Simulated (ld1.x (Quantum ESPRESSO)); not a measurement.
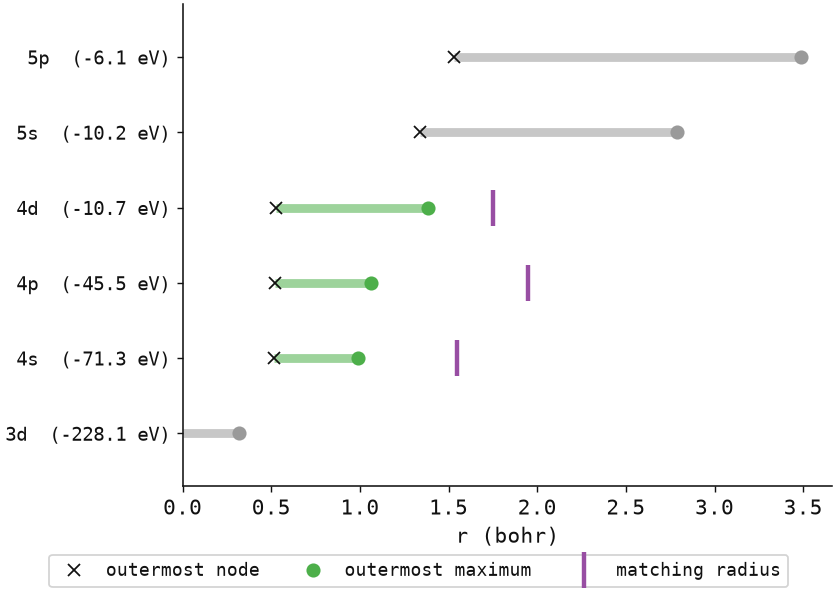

**Figure 1.** Outer shells of the all-electron reference atom: each bar runs from the outermost node (or the nucleus) to the outermost maximum of u(r); the tick is the radius chosen for the pseudo-wave. Shells without a tick have no pseudo-wave of their own. Levels, nodes and maxima are from ld1.x, scalar-relativistic.

- Radii against the shells: 4s: 1.55 bohr, outside the maximum; 4p: 1.95 bohr, outside the maximum; 4d: 1.75 bohr, outside the maximum.

# Run report: Mo, pseudopotential generation (part 1 of 2)

System: molybdenum (Mo, Z = 42), core [Ar] 3d10, reference valence 4s2 4p6 4d5 5s0 5p0 (an ion of charge +1), valence charge 14.
Method: RRKJ potential, LDA (PZ), scalar-relativistic, made with ld1.x (Quantum ESPRESSO) 7.5.

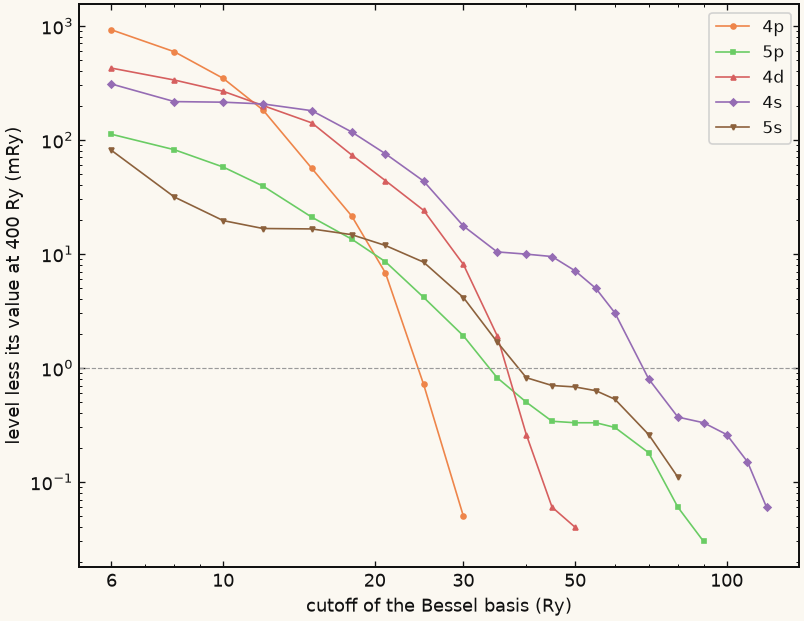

**Figure 2.** The pseudo-atom Hamiltonian at the reference potential is diagonalised in spherical Bessel functions (20 bohr box) up to the cutoff. Curves: distance of each valence level from its value at 400 Ry.

- Hardest occupied shell: 4s: its level needs 70 Ry to come within 1 mRy, against 40 Ry for 4d.
- Cutoffs for 10 and 1 mRy in the occupation-weighted sum of levels: 60 Ry and 80 Ry, on the ladder of cutoffs that was run.
- Cutoffs from which each level stays within 1 mRy: 4p: 25 Ry; 5p: 35 Ry; 4d: 40 Ry; 4s: 70 Ry; 5s: 40 Ry.

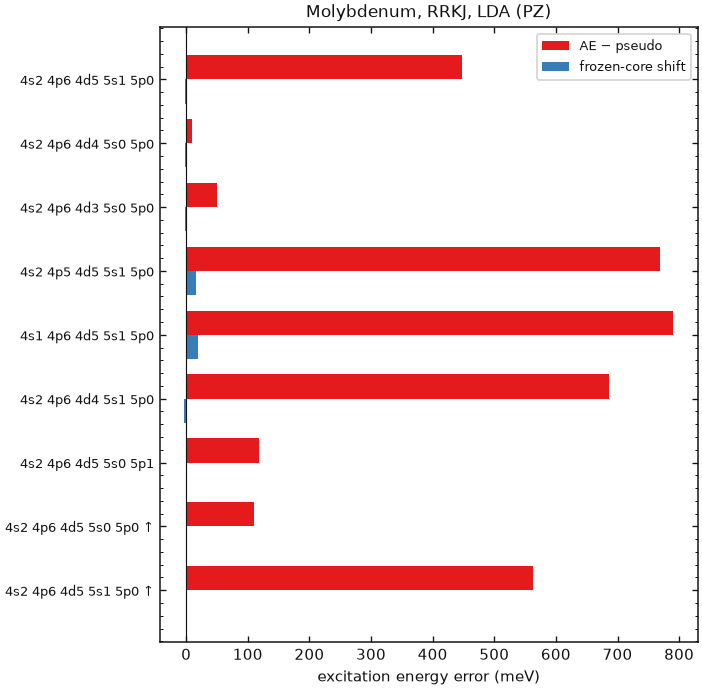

**Figure 3.** Errors, all-electron minus pseudo, of the energies of valence configurations relative to the unpolarised reference 4s2 4p6 4d5 5s0 5p0. An arrow marks spin-polarised runs filled by Hund’s rule. The frozen-core shift is the all-electron excitation energy with the core held at its reference shape less the relaxed one.

- Worst configuration: 4s1 4p6 4d5 5s1 5p0 (charge +1): the error is +790 meV on an all-electron energy of +63.12 eV relative to the reference, or 1.3 %.
- Configurations within 10 meV and within 50 meV: 1 and 1 of 9.
- Errors in meV: 4s2 4p6 4d5 5s1 5p0: +447; 4s2 4p6 4d4 5s0 5p0: +9.0; 4s2 4p6 4d3 5s0 5p0: +50; 4s2 4p5 4d5 5s1 5p0: +768; 4s1 4p6 4d5 5s1 5p0: +790; 4s2 4p6 4d4 5s1 5p0: +686; 4s2 4p6 4d5 5s0 5p1: +118; 4s2 4p6 4d5 5s0 5p0 ↑: +110; 4s2 4p6 4d5 5s1 5p0 ↑: +563.

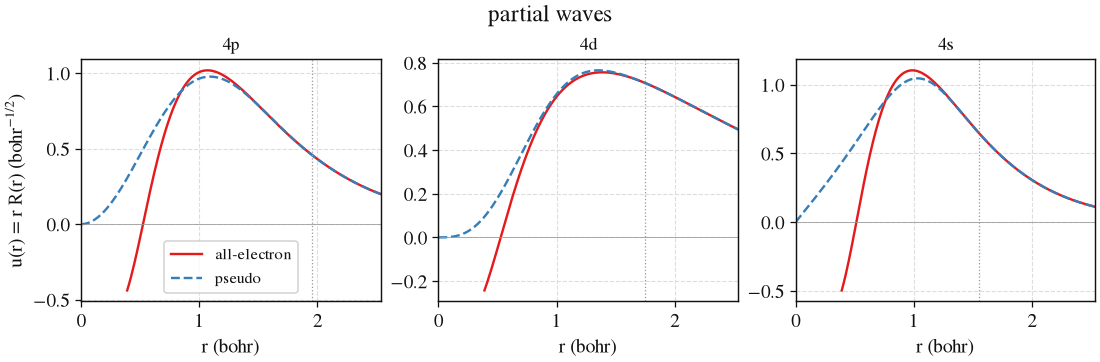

**Figure 4.** All-electron valence functions (solid) with their pseudo partners (dashed). Dotted lines mark the matching radii. The innermost oscillations of some all-electron curves aren't drawn. Pseudo-waves: 4p has no node; 4d has no node; 4s has no node.

These pictures come from the run below.

## The input
```
 &input
   title='Mo', zed=42., rel=1, dft='PZ', iswitch=3,
   config='[Kr] 4d5 5s0 5p0',
   nld=3, rlderiv=2.15, eminld=-7.0, emaxld=5.0, deld=0.02
 /
 &inputp
   pseudotype=2, tm=.false., rho0=0.01, lloc=0,
   nlcc=.true., new_core_ps=.true., rcore=0.90,
   file_pseudopw='Mo.UPF', file_wfcaegen='ae.wfc', file_wfcncgen='nc.wfc', file_beta='beta', file_chi='chi'
 /
3
4P  2  1   6.00   0.00  1.95  1.95  0.0
4D  3  2   5.00   0.00  1.75  1.75  0.0
4S  1  0   2.00   0.00  1.55  1.55  0.0
 &test
   configts(1)='4s2 4p6 4d5 5s0 5p0'
 /
```

## Input of the test run
```
 &input
   title='Mo', zed=42., rel=1, dft='PZ', iswitch=2,
   config='[Kr] 4d5 5s0 5p0'
 /
 &test
   file_pseudo='Mo.UPF', nconf=10,
   configts(1)='4s2 4p6 4d5 5s0 5p0',
   configts(2)='4s2 4p6 4d5 5s1 5p0',
   configts(3)='4s2 4p6 4d4 5s0 5p0',
   configts(4)='4s2 4p6 4d3 5s0 5p0',
   configts(5)='4s2 4p5 4d5 5s1 5p0',
   configts(6)='4s1 4p6 4d5 5s1 5p0',
   configts(7)='4s2 4p6 4d4 5s1 5p0',
   configts(8)='4s2 4p6 4d5 5s0 5p1',
   configts(9)='4s2 4p6 4d5 5s0 5p0', lsdts(9)=1,
   configts(10)='4s2 4p6 4d5 5s1 5p0', lsdts(10)=1
 /
```

Run as:
```bash
ld1.x < Mo.in > Mo.out
```

## Output
```
     Program LD1 v.7.5
     --------------------------- All-electron run ----------------------------

     Mo
     scalar relativistic calculation

     atomic number is 42.00
     dft =PZ   lsd =0 sic =0 latt =0  beta=0.20 tr2=1.0E-14
     Exchange-correlation= PZ
                           (   1   1   0   0   0   0   0)
     mesh =1229 r(mesh) = 100.71859 a.u. xmin = -7.00 dx = 0.01250
     1 Ry =  13.60569312 eV, c = 137.03599908

     n l     nl                  e(Ry)          e(Ha)          e(eV)
     1 0     1S 1( 2.00)     -1455.4243      -727.7122    -19802.0568
     2 0     2S 1( 2.00)      -206.0329      -103.0164     -2803.2202
     2 1     2P 1( 6.00)      -184.3820       -92.1910     -2508.6445
     3 0     3S 1( 2.00)       -35.4415       -17.7207      -482.2058
     3 1     3P 1( 6.00)       -28.3467       -14.1734      -385.6767
     4 0     4S 1( 2.00)        -5.2379        -2.6190       -71.2659
     4 1     4P 1( 6.00)        -3.3413        -1.6706       -45.4603
     3 2     3D 1(10.00)       -16.7638        -8.3819      -228.0831
     4 2     4D 1( 5.00)        -0.7836        -0.3918       -10.6619
     5 0     5S 1( 0.00)        -0.7461        -0.3730       -10.1506
     5 1     5P 1( 0.00)        -0.4462        -0.2231        -6.0713

     final scf error:  6.4E-15 reached in  27 iterations

     Etot =   -8088.307543 Ry,   -4044.153771 Ha, -110047.030311 eV

     Ekin =    8337.326284 Ry,    4168.663142 Ha,  113435.102885 eV
     Encl =  -19481.115903 Ry,   -9740.557952 Ha, -265054.084676 eV
     Eh   =    3293.597018 Ry,    1646.798509 Ha,   44811.670298 eV
     Exc  =    -238.114941 Ry,    -119.057471 Ha,   -3239.718818 eV

     normalization and overlap integrals

     s(1S/1S) =  1.000000  <r> =   0.0352  <r2> =    0.0017  r(max) =   0.0229
     s(2S/2S) =  1.000000  <r> =   0.1539  <r2> =    0.0279  r(max) =   0.1303
     s(2P/2P) =  1.000000  <r> =   0.1340  <r2> =    0.0219  r(max) =   0.1041
     s(3S/3S) =  1.000000  <r> =   0.4297  <r2> =    0.2116  r(max) =   0.3819
     s(3P/3P) =  1.000000  <r> =   0.4312  <r2> =    0.2165  r(max) =   0.3771
     s(4S/4S) =  1.000000  <r> =   1.1068  <r2> =    1.3910  r(max) =   0.9874
     s(4P/4P) =  1.000000  <r> =   1.2377  <r2> =    1.7609  r(max) =   1.0643
     s(3D/3D) =  1.000000  <r> =   0.4156  <r2> =    0.2078  r(max) =   0.3206
     s(4D/4D) =  1.000000  <r> =   1.8953  <r2> =    4.4027  r(max) =   1.3838
     s(5S/5S) =  1.000000  <r> =   3.2143  <r2> =   11.6916  r(max) =   2.7866
     s(5P/5P) =  1.000000  <r> =   4.0705  <r2> =   18.8520  r(max) =   3.4898

     ------------------------ End of All-electron run ------------------------

     --------------------- Generating NC pseudopotential ---------------------

      Generating local pot.: lloc=0, matching radius rcloc =   1.5500

      Computing core charge for nlcc:

       r > 0.90 : true rho core
      Core charge pseudized with two Bessel functions
      Integrated core pseudo-charge :   8.07

      Wfc   4P  rcut= 1.939  Estimated cut-off energy=       48.86 Ry
      This function has    0 nodes for 0 < r <    1.939

      Wfc   4D  rcut= 1.755  Estimated cut-off energy=       75.32 Ry
      This function has    0 nodes for 0 < r <    1.755

     ------------------- End of pseudopotential generation -------------------

     --------------------------- All-electron run ----------------------------

     Mo
     scalar relativistic calculation

     atomic number is 42.00
     dft =PZ   lsd =0 sic =0 latt =0  beta=0.20 tr2=1.0E-14
     Exchange-correlation= PZ
                           (   1   1   0   0   0   0   0)
     mesh =1229 r(mesh) = 100.71859 a.u. xmin = -7.00 dx = 0.01250
     1 Ry =  13.60569312 eV, c = 137.03599908

     n l     nl                  e(Ry)          e(Ha)          e(eV)
     1 0     1S 1( 2.00)     -1455.4243      -727.7122    -19802.0568
     2 0     2S 1( 2.00)      -206.0329      -103.0164     -2803.2202
     2 1     2P 1( 6.00)      -184.3820       -92.1910     -2508.6445
     3 0     3S 1( 2.00)       -35.4415       -17.7207      -482.2058
     3 1     3P 1( 6.00)       -28.3467       -14.1734      -385.6767
     4 0     4S 1( 2.00)        -5.2379        -2.6190       -71.2659
     4 1     4P 1( 6.00)        -3.3413        -1.6706       -45.4603
     3 2     3D 1(10.00)       -16.7638        -8.3819      -228.0831
     4 2     4D 1( 5.00)        -0.7836        -0.3918       -10.6619
     5 0     5S 1( 0.00)        -0.7461        -0.3730       -10.1506
     5 1     5P 1( 0.00)        -0.4462        -0.2231        -6.0713

     final scf error:  6.4E-15 reached in  27 iterations

     Etot =   -8088.307543 Ry,   -4044.153771 Ha, -110047.030311 eV

     Ekin =    8337.326284 Ry,    4168.663142 Ha,  113435.102885 eV
     Encl =  -19481.115903 Ry,   -9740.557952 Ha, -265054.084676 eV
     Eh   =    3293.597018 Ry,    1646.798509 Ha,   44811.670298 eV
     Exc  =    -238.114941 Ry,    -119.057471 Ha,   -3239.718818 eV

     normalization and overlap integrals

     s(1S/1S) =  1.000000  <r> =   0.0352  <r2> =    0.0017  r(max) =   0.0229
     s(2S/2S) =  1.000000  <r> =   0.1539  <r2> =    0.0279  r(max) =   0.1303
     s(2P/2P) =  1.000000  <r> =   0.1340  <r2> =    0.0219  r(max) =   0.1041
     s(3S/3S) =  1.000000  <r> =   0.4297  <r2> =    0.2116  r(max) =   0.3819
     s(3P/3P) =  1.000000  <r> =   0.4312  <r2> =    0.2165  r(max) =   0.3771
     s(4S/4S) =  1.000000  <r> =   1.1068  <r2> =    1.3910  r(max) =   0.9874
     s(4P/4P) =  1.000000  <r> =   1.2377  <r2> =    1.7609  r(max) =   1.0643
     s(3D/3D) =  1.000000  <r> =   0.4156  <r2> =    0.2078  r(max) =   0.3206
     s(4D/4D) =  1.000000  <r> =   1.8953  <r2> =    4.4027  r(max) =   1.3838
     s(5S/5S) =  1.000000  <r> =   3.2143  <r2> =   11.6916  r(max) =   2.7866
     s(5P/5P) =  1.000000  <r> =   4.0705  <r2> =   18.8520  r(max) =   3.4898

     ------------------------ End of All-electron run ------------------------

     Computing logarithmic derivative in   2.15674
     Computing logarithmic derivative in   2.15674
     Computing the partial wave expansion
       no projector for channel:   0
     R is outside the sphere for l=    1 j= 0.00
     R is outside the sphere for l=    2 j= 0.00

     ---------------------- Testing the pseudopotential ----------------------

     Mo
     scalar relativistic calculation

     atomic number is 42.00   valence charge is 14.00
     dft =PZ   lsd =0 sic =0 latt =0  beta=0.20 tr2=1.0E-14
     mesh =1229 r(mesh) = 100.71859 xmin = -7.00 dx = 0.01250

     n l     nl             e AE (Ry)        e PS (Ry)    De AE-PS (Ry)
     1 0     4S   1( 2.00)       -5.23795       -5.23795        0.00001
     2 1     4P   1( 6.00)       -3.34127       -3.34127       -0.00000
     3 2     4D   1( 5.00)       -0.78364       -0.78364        0.00000
     2 0     5S   1( 0.00)       -0.74605       -0.78913        0.04307  !
     3 1     5P   1( 0.00)       -0.44623       -0.46140        0.01516  !

     eps = 9.3E-15  iter = 19

     Etot =   -8088.307543 Ry,   -4044.153771 Ha, -110047.030311 eV
     Etotps =  -157.719455 Ry,     -78.859727 Ha,   -2145.882501 eV

     Ekin =      44.415348 Ry,      22.207674 Ha,     604.301594 eV
     Encl =    -265.498753 Ry,    -132.749377 Ha,   -3612.294564 eV
     Ehrt =     105.792947 Ry,      52.896474 Ha,    1439.386373 eV
     Ecxc =     -38.893505 Ry,     -19.446752 Ha,    -529.173089 eV
     (Ecc =     -21.244443 Ry,     -10.622221 Ha,    -289.045366 eV)
     Epseu=      -3.535492 Ry,      -1.767746 Ha,     -48.102815 eV

     ---------------------- End of pseudopotential test ----------------------
```

## Output of the test run (extracts)
```
     ---------------------- Testing the pseudopotential ----------------------

     Mo
     scalar relativistic calculation

     atomic number is 42.00   valence charge is 14.00
     dft =PZ   lsd =0 sic =0 latt =0  beta=0.20 tr2=1.0E-14
     mesh =1229 r(mesh) = 100.71859 xmin = -7.00 dx = 0.01250

     n l     nl             e AE (Ry)        e PS (Ry)    De AE-PS (Ry)
     1 0     4S   1( 2.00)       -5.23795       -5.23795        0.00001
     2 1     4P   1( 6.00)       -3.34127       -3.34127       -0.00000
     3 2     4D   1( 5.00)       -0.78364       -0.78364        0.00000
     2 0     5S   1( 0.00)       -0.74605       -0.78913        0.04307  !
     3 1     5P   1( 0.00)       -0.44623       -0.46140        0.01516  !

     eps = 6.1E-15  iter = 20

     Etot =   -8088.307543 Ry,   -4044.153771 Ha, -110047.030311 eV
     Etotps =  -157.719456 Ry,     -78.859728 Ha,   -2145.882514 eV

     Ekin =      44.415347 Ry,      22.207674 Ha,     604.301588 eV
     Encl =    -265.498755 Ry,    -132.749377 Ha,   -3612.294580 eV
     Ehrt =     105.792948 Ry,      52.896474 Ha,    1439.386384 eV
     Ecxc =     -38.893505 Ry,     -19.446752 Ha,    -529.173090 eV
     (Ecc =     -21.244443 Ry,     -10.622221 Ha,    -289.045366 eV)
     Epseu=      -3.535492 Ry,      -1.767746 Ha,     -48.102815 eV

     ---------------------- End of pseudopotential test ----------------------

     ---------------------- Testing the pseudopotential ----------------------

     Mo
     scalar relativistic calculation

     atomic number is 42.00   valence charge is 14.00
     dft =PZ   lsd =0 sic =0 latt =0  beta=0.20 tr2=1.0E-14
     mesh =1229 r(mesh) = 100.71859 xmin = -7.00 dx = 0.01250

     n l     nl             e AE (Ry)        e PS (Ry)    De AE-PS (Ry)
     1 0     4S   1( 2.00)       -4.73503       -4.71333       -0.02170  !
     2 1     4P   1( 6.00)       -2.83621       -2.81662       -0.01959  !
     3 2     4D   1( 5.00)       -0.28925       -0.27505       -0.01421  !
     2 0     5S   1( 1.00)       -0.31821       -0.34209        0.02388  !
     3 1     5P   1( 0.00)       -0.08560       -0.08671        0.00111

     eps = 3.8E-15  iter = 16

     Etot =   -8088.835692 Ry,   -4044.417846 Ha, -110054.216145 eV
     Etotps =  -158.280448 Ry,     -79.140224 Ha,   -2153.515207 eV
     dEtot_ae =      -0.528149 Ry
     dEtot_ps =      -0.560993 Ry,   Delta E=       0.032843 Ry

     Ekin =      44.096876 Ry,      22.048438 Ha,     599.968563 eV
     Encl =    -272.515997 Ry,    -136.257998 Ha,   -3707.769026 eV
     Ehrt =     112.835505 Ry,      56.417752 Ha,    1535.205248 eV
     Ecxc =     -39.233445 Ry,     -19.616723 Ha,    -533.798219 eV
     (Ecc =     -21.244443 Ry,     -10.622221 Ha,    -289.045366 eV)
     Epseu=      -3.463386 Ry,      -1.731693 Ha,     -47.121772 eV

     ---------------------- End of pseudopotential test ----------------------

     ---------------------- Testing the pseudopotential ----------------------

     Mo
     scalar relativistic calculation

     atomic number is 42.00   valence charge is 14.00
     dft =PZ   lsd =0 sic =0 latt =0  beta=0.20 tr2=1.0E-14
     mesh =1229 r(mesh) = 100.71859 xmin = -7.00 dx = 0.01250

     n l     nl             e AE (Ry)        e PS (Ry)    De AE-PS (Ry)
     1 0     4S   1( 2.00)       -6.09087       -6.08561       -0.00526  !
     2 1     4P   1( 6.00)       -4.18173       -4.17787       -0.00385
     3 2     4D   1( 4.00)       -1.54772       -1.54616       -0.00156
     2 0     5S   1( 0.00)       -1.32339       -1.38748        0.06409  !
     3 1     5P   1( 0.00)       -0.94261       -0.97348        0.03088  !

     eps = 6.0E-15  iter = 19

     Etot =   -8087.153415 Ry,   -4043.576708 Ha, -110031.327610 eV
     Etotps =  -156.565989 Ry,     -78.282995 Ha,   -2130.188801 eV
     dEtot_ae =       1.154127 Ry
     dEtot_ps =       1.153467 Ry,   Delta E=       0.000661 Ry

     Ekin =      42.998582 Ry,      21.499291 Ha,     585.025507 eV
     Encl =    -253.223070 Ry,    -126.611535 Ha,   -3445.275379 eV
     Ehrt =      95.432323 Ry,      47.716161 Ha,    1298.422895 eV
     Ecxc =     -38.186492 Ry,     -19.093246 Ha,    -519.553692 eV
     (Ecc =     -21.244443 Ry,     -10.622221 Ha,    -289.045366 eV)
     Epseu=      -3.587332 Ry,      -1.793666 Ha,     -48.808132 eV

     ---------------------- End of pseudopotential test ----------------------

     ---------------------- Testing the pseudopotential ----------------------

     Mo
     scalar relativistic calculation

     atomic number is 42.00   valence charge is 14.00
     dft =PZ   lsd =0 sic =0 latt =0  beta=0.20 tr2=1.0E-14
     mesh =1229 r(mesh) = 100.71859 xmin = -7.00 dx = 0.01250

     n l     nl             e AE (Ry)        e PS (Ry)    De AE-PS (Ry)
     1 0     4S   1( 2.00)       -7.08345       -7.06963       -0.01382  !
     2 1     4P   1( 6.00)       -5.15483       -5.14456       -0.01027  !
     3 2     4D   1( 3.00)       -2.43358       -2.42869       -0.00489
     2 0     5S   1( 0.00)       -1.97954       -2.07147        0.09194  !
     3 1     5P   1( 0.00)       -1.52382       -1.57887        0.05505  !

     eps = 1.4E-15  iter = 19

     Etot =   -8085.171789 Ry,   -4042.585894 Ha, -110004.366206 eV
     Etotps =  -154.587382 Ry,     -77.293691 Ha,   -2103.268485 eV
     dEtot_ae =       3.135754 Ry
     dEtot_ps =       3.132073 Ry,   Delta E=       0.003681 Ry

     Ekin =      40.798715 Ry,      20.399357 Ha,     555.094794 eV
     Encl =    -238.745658 Ry,    -119.372829 Ha,   -3248.300157 eV
     Ehrt =      84.307875 Ry,      42.153937 Ha,    1147.067073 eV
     Ecxc =     -37.322849 Ry,     -18.661424 Ha,    -507.803225 eV
     (Ecc =     -21.244443 Ry,     -10.622221 Ha,    -289.045366 eV)
     Epseu=      -3.625465 Ry,      -1.812733 Ha,     -49.326969 eV

     ---------------------- End of pseudopotential test ----------------------
```

(Continued in part 2.) Outcome of the run: generated.
